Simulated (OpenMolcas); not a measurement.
# MoO3 (molybdenum trioxide) at FNO-MP2/def2-TZVP (RICD fitting, core potential, virtual fraction 0.8)

What is the energy change on altering one bond length of MoO3 (molybdenum trioxide) at FNO-MP2/def2-TZVP (RICD fitting, core potential, virtual fraction 0.8)? 

The results are computed with OpenMolcas 26.06.

### Step 1. Starting point

The species is MoO3 (4 atoms), meant as a singlet with charge 0. SMILES: `[O]=[Mo](=[O])=[O]`. Geometry: relaxed at PBE0-D4/def2-TZVP.

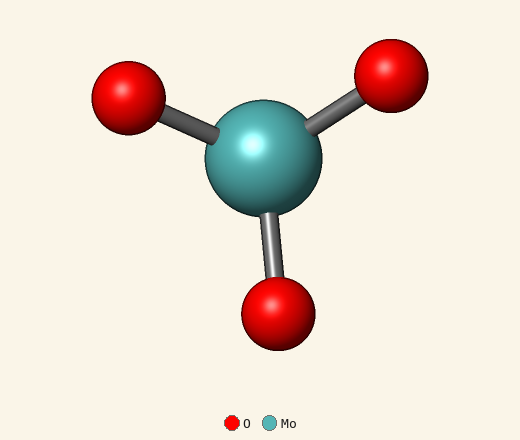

Viewed from a chosen angle; oxygen red, molybdenum teal.

### Step 2. The energy at FNO-MP2/def2-TZVP (RICD fitting, core potential, virtual fraction 0.8)

File mol.xyz:

```xyz
4

O     -0.968000    -0.149800     1.262500
Mo    -0.138100    -0.336500    -0.200300
O      1.507000    -0.607600     0.088800
O     -0.345200     1.033600    -1.171400
```

File job.input:

```
* MoO3 FNO-MP2
>>> EXPORT MOLCAS_PRINT=2

&GATEWAY
 BASLIB=$CurrDir
 COORD=mol.xyz
 BASIS=def2-TZVP
 GROUP=NoSym
 RICD

&SEWARD

&SCF
 PRORBITALS=0

&MBPT2
 FNOMP2=0.8
 DOMP2
 FROZEN=3
```

The basis set def2-TZVP is read from a file made from the Basis Set Exchange's data (not shown).

Command:

```sh
export MOLCAS_MEM=1860
pymolcas job.input > job.log
```

What it wrote:

```text
--- Start Module: gateway ---
[...]
--- Stop Module: gateway /rc=_RC_ALL_IS_WELL_ ---
[...]
      Basis functions          133
[...]
--- Start Module: scf ---
[...]
       Convergence after  16 Iterations
[...]
::    Total SCF energy                               -292.1702480157
[...]
      Total spin, S                                     0.0000000000
[...]
      Total electronic charge=   38.000000
      Total            charge=   -0.000000
[...]
      Dipole Moment (debye):
      Origin of the operator (angstrom)=   -0.0714   -0.1955   -0.1147
                   X= -2.1625E+00               Y= -4.5714E+00               Z= -2.7767E+00           Total=  5.7693E+00
      Quadrupole Moment (debye*angstrom):
[...]
--- Stop Module: scf /rc=_RC_ALL_IS_WELL_ ---
[...]
--- Start Module: mbpt2 ---
[...]
WARNING!
Default frozen orbitals as non valence orbitals is overwritten by user input.
Default values:   3
[...]
       Reference weight ( Cref**2 )         =        0.69554
::    Total MBPT2 energy                             -293.4369316472
[...]
--- Stop Module: mbpt2 /rc=_RC_ALL_IS_WELL_ ---
[...]
```

Run time: 11 s. Hardware: 1 thread of Arm Neoverse V1, shared host; peak memory 0.094 GiB.

### Step 3. The distorted shape

File mol.xyz:

```xyz
4

O     -0.947287    -0.286829     1.359623
Mo    -0.117387    -0.473529    -0.103177
O      1.527713    -0.744629     0.185923
O     -0.345200     1.033600    -1.171400
```

File job.inp:

```
&GATEWAY
BasLib
$CurrDir
Coord
mol.xyz
Basis
def2-TZVP
Group
NoSym
RICD
&SEWARD
&SCF
PrOrbitals
0
&MBPT2
FNOMP2
0.8
DoMP2
Frozen
3
```

The basis set def2-TZVP is read from a file made from the Basis Set Exchange's data (not shown).

Command:

```sh
export MOLCAS_MEM=1860
pymolcas job.inp > job.log
```

What it wrote:

```text
--- Start Module: gateway ---
[...]
--- Stop Module: gateway /rc=_RC_ALL_IS_WELL_ ---
[...]
      Basis functions          133
[...]
--- Start Module: scf ---
[...]
       Convergence after  19 Iterations
[...]
::    Total SCF energy                               -292.1371540218
[...]
      Total spin, S                                     0.0000000000
[...]
      Total electronic charge=   38.000000
      Total            charge=   -0.000000
[...]
      Dipole Moment (debye):
      Origin of the operator (angstrom)=   -0.0530   -0.3175   -0.0282
                   X= -1.8812E+00               Y= -5.3495E+00               Z= -1.8800E+00           Total=  5.9741E+00
      Quadrupole Moment (debye*angstrom):
[...]
--- Stop Module: scf /rc=_RC_ALL_IS_WELL_ ---
[...]
--- Start Module: mbpt2 ---
[...]
WARNING!
Default frozen orbitals as non valence orbitals is overwritten by user input.
Default values:   3
[...]
       Reference weight ( Cref**2 )         =        0.67783
::    Total MBPT2 energy                             -293.4298557892
[...]
--- Stop Module: mbpt2 /rc=_RC_ALL_IS_WELL_ ---
[...]
```

Run time: 12 s. Hardware: 1 thread of Arm Neoverse V1, shared host; peak memory 0.094 GiB.

### Step 4. What came out

Level: FNO-MP2/def2-TZVP (RICD fitting, core potential, virtual fraction 0.8), 3 core orbitals frozen.

| quantity | value |
| --- | --- |
| first shape: total energy | -293.43693 Eh |
| first shape: dipole moment (mean-field density) | 5.77 D |
| first shape: HOMO energy (Hartree–Fock orbitals) | -13.08 eV |
| first shape: LUMO energy (Hartree–Fock orbitals) | -2.10 eV |
| first shape: HOMO–LUMO gap (Hartree–Fock orbitals) | 10.99 eV |
| first shape: correlation energy (3 core orbitals frozen) | -1266.7 mEh |
| distorted shape: total energy | -293.42986 Eh |
| distorted shape: dipole moment (mean-field density) | 5.97 D |
| distorted shape: HOMO energy (Hartree–Fock orbitals) | -12.18 eV |
| distorted shape: LUMO energy (Hartree–Fock orbitals) | -2.30 eV |
| distorted shape: HOMO–LUMO gap (Hartree–Fock orbitals) | 9.87 eV |
| distorted shape: correlation energy (3 core orbitals frozen) | -1292.7 mEh |
| energy change with the Mo2–O4 bond stretched from 1.692 to 1.861 Å | 0.193 eV |

What this shows: With the Mo2–O4 bond stretched from 1.692 to 1.861 Å the energy rises by 0.19 eV (18.6 kJ/mol). The first shape isn't relaxed at this level, so the change isn't measured from a minimum. Mulliken charges (distorted shape) of the mean-field density run from -0.71 on O4 to +2.06 on Mo2; they depend strongly on the basis.
